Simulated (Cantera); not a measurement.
Feed: 1 mol CF4, 0.071 mol HCl, 3.6 mol H2, at 0.190 bar.

Cantera equilibrium calculation (NASA polynomials, part measured and part estimated; ideal gas, pure solids and liquids). Candidate condensed phases: C, C6H6, C7H8, C8H18; 135 gas species. Ions and electrons are included (thermal ionisation). The numbers say what is thermodynamically allowed, not how fast it happens.

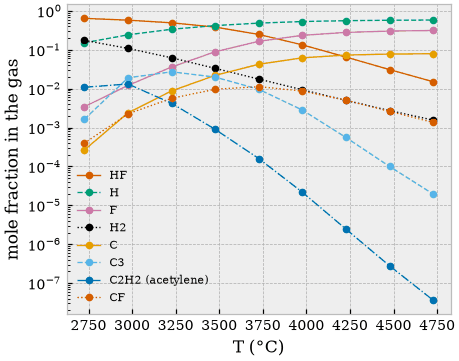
Figure. Equilibrium gas composition (values under 1e-9 drawn at 1e-9)

Read off the mole fractions at 3477 °C.

H about 0.42, HF about 0.38, F about 0.089, H2 about 0.033, C about 0.022, C3 about 0.020, CF about 0.0097, C2H2 (acetylene) about 0.00090.
